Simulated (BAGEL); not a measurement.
# singlet GaHClO+, step by step

Wanted: a single-point energy (singlet GaHClO+, HF/def2-SVP), then the energy (doublet GaHClO, NEVPT2(3,3)/def2-SVP), then a single-point energy (doublet GaHClO, CASPT2(3,3)/def2-SVP) of ClGaHO. 

The results are computed with BAGEL 1.2.2.

## (1) The structure to begin with

GaHClO+: 4 atoms, total charge +1, spin state singlet. SMILES of the parent species: `[O][GaH][Cl]`. The Ga2–H4 distance was set to 2.083 Å, away from the relaxed value. That shape belongs to the parent species and isn't relaxed for this state.

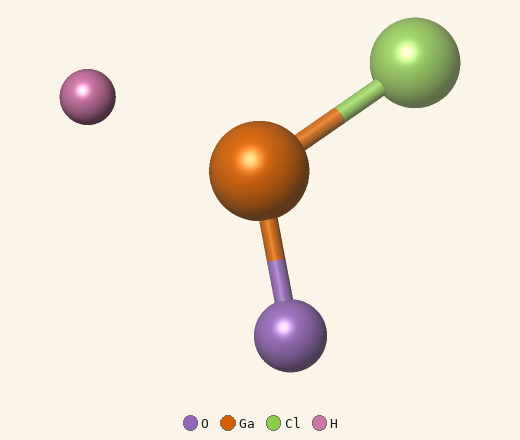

The structure, seen from a chosen angle (oxygen purple, gallium orange, chlorine green, hydrogen pink).

## (2) The energy at HF/def2-SVP (density fitting with svp-jkfit) (run 1)

The input, calc.json:

```json
{ "bagel": [

{
  "title": "molecule",
  "basis": "svp",
  "df_basis": "svp-jkfit",
  "angstrom": "true",
  "geometry": [
    { "atom": "O", "xyz": [      -1.978796,      -0.581901,      -0.074116 ] },
    { "atom": "Ga", "xyz": [      -0.208096,      -0.319901,       0.076884 ] },
    { "atom": "Cl", "xyz": [       0.811704,      -2.021501,       0.846884 ] },
    { "atom": "H", "xyz": [       0.713700,       1.470500,      -0.455700 ] }
  ]
},

{ "title": "hf", "charge": 1 },

{ "title": "print", "file": "orbitals.molden", "orbitals": "true" }

]}
```

Started as:

```bash
$ BAGEL_NUM_THREADS=1 BAGEL calc.json > calc.out
```

Standard output:

```text
* using 1 threads per process

  ===============================================================
  ===============================================================

  *** Geometry ***

  { "atom" : "O", "xyz" : [     -3.739382,     -1.099634,     -0.140059 ] },
  { "atom" : "Ga", "xyz" : [     -0.393244,     -0.604525,      0.145290 ] },
  { "atom" : "Cl", "xyz" : [      1.533898,     -3.820083,      1.600379 ] },
  { "atom" : "H", "xyz" : [      1.348698,      2.778842,     -0.861148 ] },

  Number of auxiliary basis functions:      489

  Since a DF basis is specified, we compute 2- and 3-index integrals:
    o Being stored without compression. Storage requirement is 0.019 GB

  Number of basis functions:       69
  Number of electrons      :       57

    * METHOD: MOLECULE                             0.22

  *** RHF ***

  === Nuclear Repulsion ===
   237.6335931788

      * DIIS with orbital gradients will be used.

  === RHF iteration (svp) ===
      0      -2456.55042793          0.03090357           0.07
      1      -2452.66962778          0.08971582           0.06
      2      -2457.05516975          0.01783544           0.06
[... 24 lines of this table left out ...]
     27      -2457.22699252          0.00000001           0.06
    * SCF iteration converged.

    * Permanent dipole moment:
           (    0.776316,    -1.363781,     0.611233) a.u.

    * METHOD: HF                                   1.92

    * METHOD: PRINT                                0.01

  ===============================================================
```

It took 2.3 s on 1 thread of Arm Neoverse V1, shared host; peak memory 0.14 GiB.

## (3) Doublet neutral GaHClO: the energy at NEVPT2(3,3)/def2-SVP (density fitting with svp-jkfit) (run 2)

The input, input.json:

```json
{ "bagel": [

{
  "title": "molecule",
  "basis": "svp",
  "df_basis": "svp-jkfit",
  "angstrom": true,
  "geometry": [
    { "atom": "O", "xyz": [   -1.978796,   -0.581901,   -0.074116 ] },
    { "atom": "Ga", "xyz": [   -0.208096,   -0.319901,    0.076884 ] },
    { "atom": "Cl", "xyz": [    0.811704,   -2.021501,    0.846884 ] },
    { "atom": "H", "xyz": [    0.713700,    1.470500,   -0.455700 ] }
  ]
},
{ "title": "hf", "charge": 1 },
{ "title": "casscf", "nstate": 1, "nact": 3, "nclosed": 27, "nspin": 1, "active": [28, 29, 30], "maxiter": 200, "natocc": true },
{
  "title": "nevpt2",
  "nstate": 1,
  "nact": 3,
  "nclosed": 27,
  "nspin": 1,
  "active": [28, 29, 30],
  "maxiter": 200,
  "natocc": true,
  "ncore": 15
},
{ "title": "print", "file": "orbitals.molden", "orbitals": true }

]}
```

Started as:

```bash
$ BAGEL_NUM_THREADS=1 BAGEL input.json > input.out
```

Standard output:

```text
* using 1 threads per process

  ===============================================================
  ===============================================================

  *** Geometry ***

  { "atom" : "O", "xyz" : [     -3.739382,     -1.099634,     -0.140059 ] },
  { "atom" : "Ga", "xyz" : [     -0.393244,     -0.604525,      0.145290 ] },
  { "atom" : "Cl", "xyz" : [      1.533898,     -3.820083,      1.600379 ] },
  { "atom" : "H", "xyz" : [      1.348698,      2.778842,     -0.861148 ] },

[... 23 lines left out ...]
    * SCF iteration converged.
[... 1 line left out ...]
    * Permanent dipole moment:
[... 28 lines left out ...]
    * Second-order optimization converged. *
[... 11 lines left out ...]
     * ci vector, state   0, <S^2> = 0.7500
[... 3 lines left out ...]
    * METHOD: CASSCF                               4.05

    * freezing 15 orbitals

  === DF-NEVPT2 calculation ===

    * 3-index integral transformation done
    * assembly done

      NEVPT2 correlation energy:   -0.4629269761      0.10

          (+0)     -0.3780640143
          (+0)'    -0.0126035445
          (+1)     -0.0188597014
          (+1)'    -0.0001218140
          (+2)     -0.0002761510
          (-1)     -0.0467089071
          (-1)'    -0.0001870062
          (-2)     -0.0061058376

      NEVPT2 total energy:       -2458.2052418939

    * METHOD: NEVPT2                               0.21

    * METHOD: PRINT                                0.01

  ===============================================================
```

It took 6.6 s on 1 thread of Arm Neoverse V1, shared host; peak memory 0.14 GiB.

## (4) Doublet neutral GaHClO: a single-point energy at CASPT2(3,3)/def2-SVP (density fitting with svp-jkfit) (run 3)

The input, input.json:

```json
{ "bagel": [

{
  "title": "molecule",
  "basis": "svp",
  "df_basis": "svp-jkfit",
  "angstrom": true,
  "geometry": [
    { "atom": "O", "xyz": [   -1.978796,   -0.581901,   -0.074116 ] },
    { "atom": "Ga", "xyz": [   -0.208096,   -0.319901,    0.076884 ] },
    { "atom": "Cl", "xyz": [    0.811704,   -2.021501,    0.846884 ] },
    { "atom": "H", "xyz": [    0.713700,    1.470500,   -0.455700 ] }
  ]
},
{
  "title": "hf",
  "charge": 1
},
{
  "title": "casscf",
  "nstate": 1,
  "nact": 3,
  "nclosed": 27,
  "nspin": 1,
  "active": [28, 29, 30],
  "maxiter": 200,
  "natocc": true
},
{
  "title": "print",
  "file": "orbitals.molden",
  "orbitals": true
},
{
  "title": "smith",
  "method": "caspt2",
  "ms": true,
  "xms": true,
  "sssr": true,
  "shift": 0.2,
  "shift_imag": true,
  "ncore": 15
}

]}
```

Started as:

```bash
$ BAGEL_NUM_THREADS=1 BAGEL input.json > input.out
```

Standard output:

```text
* using 1 threads per process

  ===============================================================
  ===============================================================

  *** Geometry ***

  { "atom" : "O", "xyz" : [     -3.739382,     -1.099634,     -0.140059 ] },
  { "atom" : "Ga", "xyz" : [     -0.393244,     -0.604525,      0.145290 ] },
  { "atom" : "Cl", "xyz" : [      1.533898,     -3.820083,      1.600379 ] },
  { "atom" : "H", "xyz" : [      1.348698,      2.778842,     -0.861148 ] },

[... 25 lines left out ...]
    * Permanent dipole moment:
[... 40 lines left out ...]
     * ci vector, state   0, <S^2> = 0.7500
[... 21 lines left out ...]
       #      aibj      arbs      arbi      airj      risj      airs      arst      rist         Etot      error   time
[... 9 lines left out ...]
      ------------------------------------------------------------------------------------------------------------------

    * CASPT2 energy : state  0    -2458.2151124886
        w/o shift correction      -2458.2131228562
        reference weight              0.8807625658

    * METHOD: SMITH                                0.44

  ===============================================================
```

It took 6.9 s on 1 thread of Arm Neoverse V1, shared host; peak memory 0.14 GiB.

## (5) What came out

| quantity | value |
| --- | --- |
| run 1, HF/def2-SVP: total energy | -2457.22699 Eh |
| run 1, HF/def2-SVP: HOMO energy | -17.55 eV |
| run 1, HF/def2-SVP: LUMO energy | -10.38 eV |
| run 1, HF/def2-SVP: HOMO–LUMO gap | 7.18 eV |
| doublet neutral GaHClO, run 2: total energy | -2458.20524 Eh |
| doublet neutral GaHClO, run 3: total energy | -2458.21511 Eh |
